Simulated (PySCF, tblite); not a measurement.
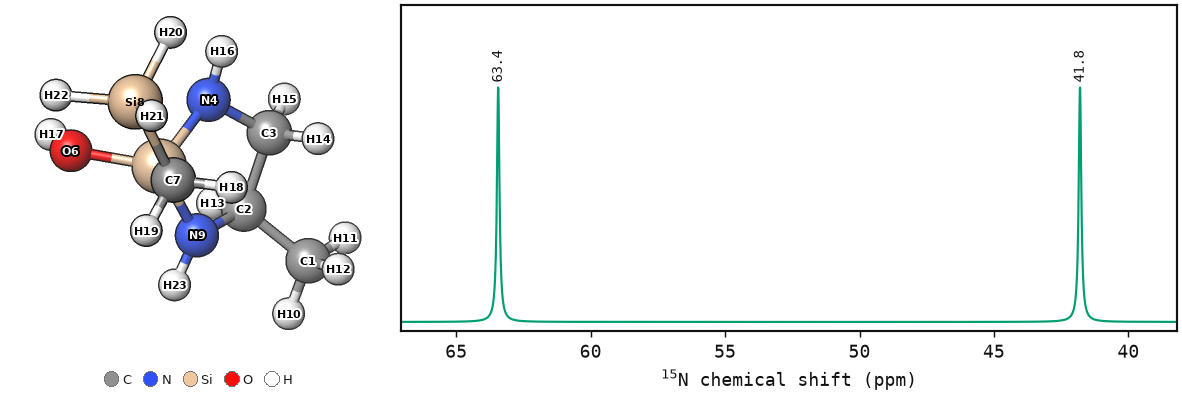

Spectrum and numbered structure of C₄H₁₄N₂OSi₂, SMILES C[C@@H]1CN[Si@](O)(C[SiH3])N1. GIAO shifts, PBE0/pcSseg-1 with PySCF, at a GFN2-xTB geometry (a minimum by its frequencies), against NH₃ for ¹⁵N computed at the same level (¹⁵N: a single molecule, while the usual scales start at liquid NH₃ or nitromethane; multiply bonded nitrogen can come out tens of ppm too deshielded). Gas phase, fully decoupled, line heights follow the number of nuclei, widths are arbitrary (no quadrupolar broadening); values of one conformer, averaged over methyl-type rotors and exact or near symmetry; other conformers aren't averaged in.

Question: Assign the ¹⁵N signals to the numbered atoms.

Answer:
```tsv
δ (ppm)	nuclei	atoms
63.4	1	N9
41.8	1	N4
```

Note: the tight-binding geometry is rougher than a DFT one and adds to the error.
